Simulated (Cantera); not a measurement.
Input: 1 mol Si, 1.2 mol HF, 5.2 mol H₂, at 46.0 mbar.

Equilibrium computed with Cantera from the NASA thermochemical tables; the gas is ideal and each condensed phase is pure. Candidate condensed phases: Si; 25 gas species. The tables' values for SiF₃, SiF₂ are old estimates; treat these amounts as uncertain. Kinetics and transport are ignored.

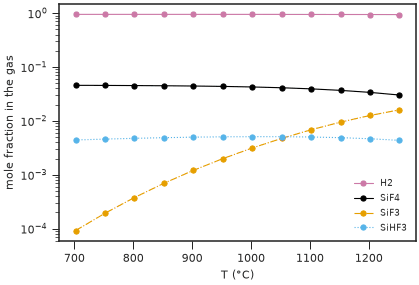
Figure: Equilibrium gas composition (values under 1e-9 drawn at 1e-9)

Problem. Read off the mole fractions at 1202 °C.

Solution. H₂ about 0.94, SiF₄ about 0.034, SiF₃ about 0.013, SiHF₃ about 0.0047.
